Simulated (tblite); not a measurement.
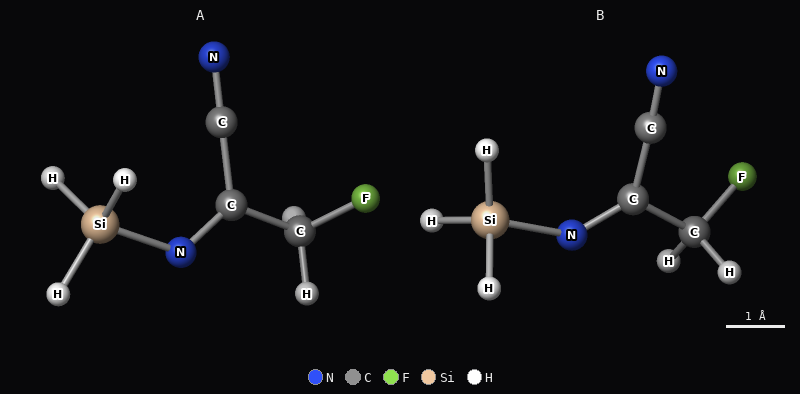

Two geometries of C3H5FN2Si, drawn at one scale. One is the start of a relaxation, the other its converged end. A ball-and-stick model, seen at a tilt.

These are results of tblite 0.8.0, GFN2-xTB geometry optimisation, gas phase, not measurements. 

> Which of the two is the end point?

Structure B is the relaxed one. The energy falls by 25.2 kJ/mol in 150 geometry steps. The largest move after the best rigid fit is that of an N atom, 1.36 Å. Largest moves by element: N 1.36 Å, F 1.16 Å, H 1.01 Å, C 0.78 Å, Si 0.27 Å. Some distances before and after: C–N 1.306 → 1.255 Å, C–C 1.464 → 1.433 Å, H–Si 1.486 → 1.460 Å, C–C 1.489 → 1.511 Å. Bond angles that change, for instance: C–N–Si 124.4° → 135.2°, N–Si–H 107.9° → 117.0°, N–Si–H 108.4° → 101.1°. Groups turn about C–C by about 75°, N–Si by about 60°. The run took 0.67 s on 1 thread of Arm Neoverse V2, with other jobs on the host.
